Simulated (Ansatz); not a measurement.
# C4H11Si (SMILES CC[Si+](C)C) (charge +1): what the fields show

Input file:

```
crystal:
  periodic: [false, false, false]
  atoms:
    - {symbol: C, position_ang: [-1.667923, 1.244453, -0.629612]}
    - {symbol: C, position_ang: [-1.071601, -0.127129, -0.322584]}
    - {symbol: C, position_ang: [1.031502, -2.380008, -1.089325]}
    - {symbol: C, position_ang: [0.794574, 0.229688, -2.868407]}
    - {symbol: Si, position_ang: [0.254554, -0.757497, -1.425187]}
    - {symbol: H, position_ang: [-0.913375, 2.042502, -0.574944]}
    - {symbol: H, position_ang: [-2.451621, 1.485812, 0.101403]}
    - {symbol: H, position_ang: [-2.129597, 1.279087, -1.627045]}
    - {symbol: H, position_ang: [-1.842966, -0.925908, -0.316932]}
    - {symbol: H, position_ang: [-0.652625, -0.182399, 0.703570]}
    - {symbol: H, position_ang: [2.115032, -2.235851, -0.923342]}
    - {symbol: H, position_ang: [0.944742, -3.024973, -1.982210]}
    - {symbol: H, position_ang: [0.599171, -2.896461, -0.221052]}
    - {symbol: H, position_ang: [1.627880, -0.225681, -3.421078]}
    - {symbol: H, position_ang: [-0.063438, 0.363557, -3.553273]}
    - {symbol: H, position_ang: [1.077919, 1.245911, -2.540966]}
basis:
  gaussian:
    orbitals: def2-SVPD
total_charge: 1
magnetization:
  spin_polarized: false
hamiltonian:
  xc: pbe0
output: {forces: true, orbitals: {seedname: orbitals}}
```

Run with:

```sh
ansatz run input.yaml --threads 2 --pin off --max-ram 4350MiB --events-out events.jsonl --progress --plain --runs-dir runs
```

Geometry: PBE0-D3(BJ)/def2-SVP.

Method: isolated molecule in a Gaussian basis; Kohn-Sham density functional theory, functional PBE0 (Ansatz).

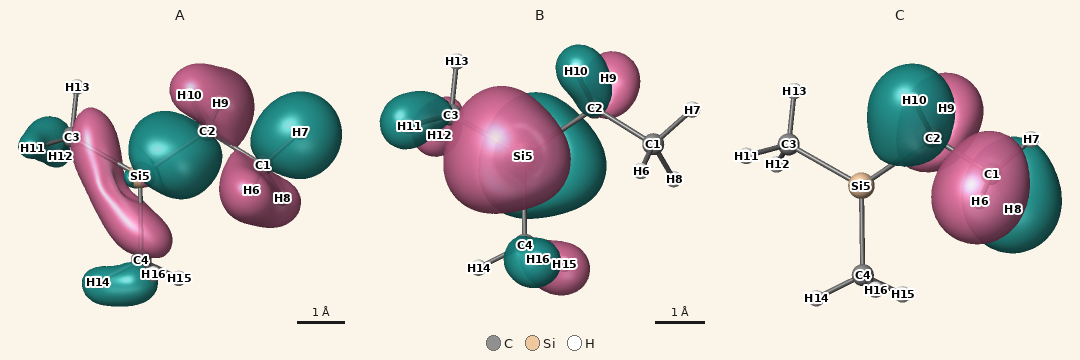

Figure 1. Three frontier orbitals at ±0.1 Å⁻³ᐟ² (teal and pink are the two phases), in no order.

### Order the three orbitals by energy and name them.

C is the HOMO−1 (−14.45 eV). By Hirshfeld shares it lies mainly on C1 (about 35 %), C2 (about 15 %), H8 (about 15 %), H6 (about 15 %), H10 (about 10 %) and H9 (about 5 %). A is the HOMO (−13.64 eV). It lies mainly on C2 (about 25 %), C1 (about 20 %), Si5 (about 15 %) and H7 (about 15 %). B is the LUMO (−7.27 eV). Its weight (Hirshfeld) is mainly on Si5 (about 65 %), C4 (about 5 %), C3 (about 5 %) and C2 (about 5 %).

### What is the HOMO–LUMO gap?

6.37 eV between the orbital energies.

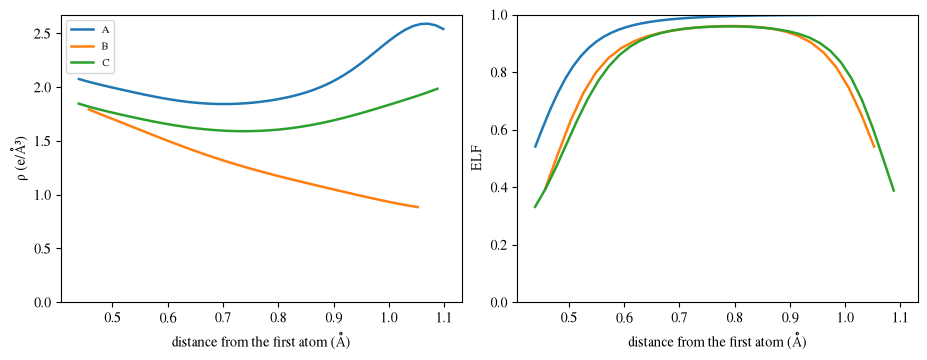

Figure 2. Electron density and ELF along straight lines between neighbouring atoms. The curves leave out the atomic cores.

### Which curve belongs to which contact (C–C, C–H and C–Si)? The first atom named is at distance zero.

Curve A: C–H (1.10 Å): the density is about 1.9 e/Å³ at the midpoint; the ELF climbs to about 1 towards the hydrogen, as it does in any bond to H; a covalent bond by its length. Curve B: C–Si (1.83 Å): the density is about 1 e/Å³ at the midpoint; the ELF peaks at about 0.95 between the atoms (a covalent bond). Curve C: C–C (1.53 Å): ρ at the midpoint is about 1.6 e/Å³; the ELF peaks at about 0.95 between the atoms (a shared electron pair).
